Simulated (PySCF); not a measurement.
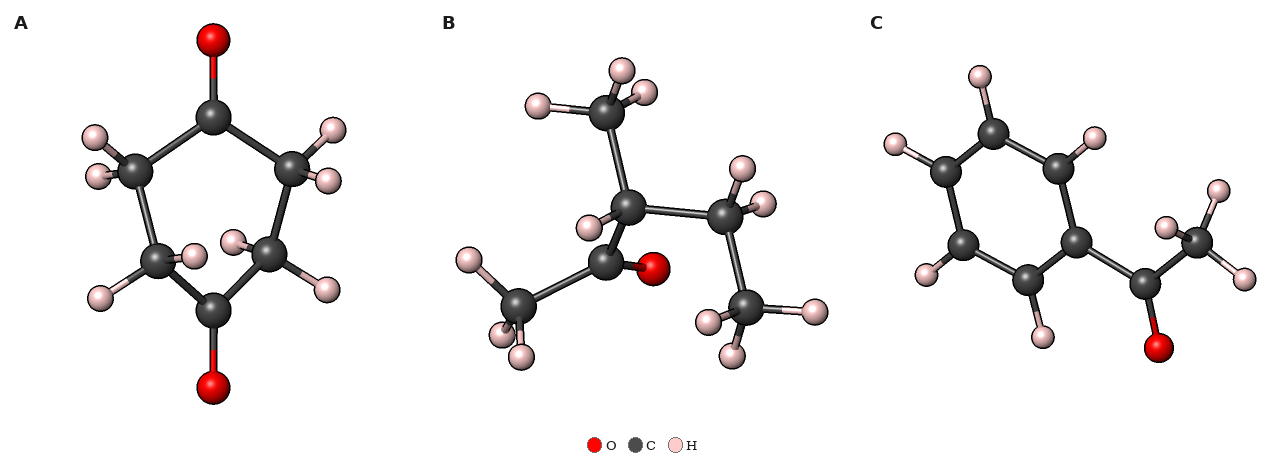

Figure made from data computed with PySCF.

Match each picture to its SMILES.
(1) CC[C@@H](C)C(C)=O
(2) CC(=O)c1ccccc1
(3) O=C1CCC(=O)CC1

A is (3), B is (1), C is (2).
